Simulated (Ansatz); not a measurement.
GaP under a change: P → W

The parent structure is GaP in the zinc blende structure (space group F-43m, No. 216; a = 5.451 Å).

One thing is altered: every P is replaced by W; the structure is relaxed again.

Method: r2SCAN in Ansatz (plane waves to 500 eV, PAW, no SOC). k-mesh 14×14×14 (Γ-centred); smearing 0.05 eV (Fermi–Dirac), for the changed cell.

```yaml
volume_per_atom: 22.92 Å³ (base 20.25 Å³)
density: 9.19 g/cm³ (base 4.13 g/cm³)
lattice_parameter_a: 5.681 Å (base 5.451 Å)
space_group: F-43m (No. 216) (base F-43m (No. 216))
shortest_interatomic_distance: 2.460 Å (base 2.361 Å)
band_gap: zero (base 1.85 eV)
```

Final structure:

```
CELL_PARAMETERS angstrom
      0.00000     2.84058     2.84058
      2.84058     0.00000     2.84058
      2.84058     2.84058     0.00000
ATOMIC_POSITIONS crystal
  W  0.25000 0.25000 0.25000
  Ga 0.00000 0.00000 0.00000
```

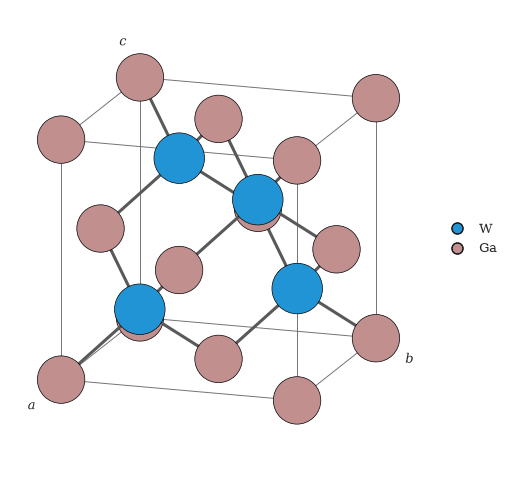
Figure. The relaxed conventional cell after the change

Cost of the whole job for the changed cell (relaxation, final SCF and bands): about 4 core-minutes (a rough figure).

Stability against distortions was not tested. As relaxed here, GaW is a hypothetical phase, not in the database extracts checked. The final runs are not spin-polarised. An odd electron count without spin: GaW. GaW has a high density of states at the Fermi level and may be magnetic at this level.

Ansatz is a quantum-chemistry and plane-wave program.
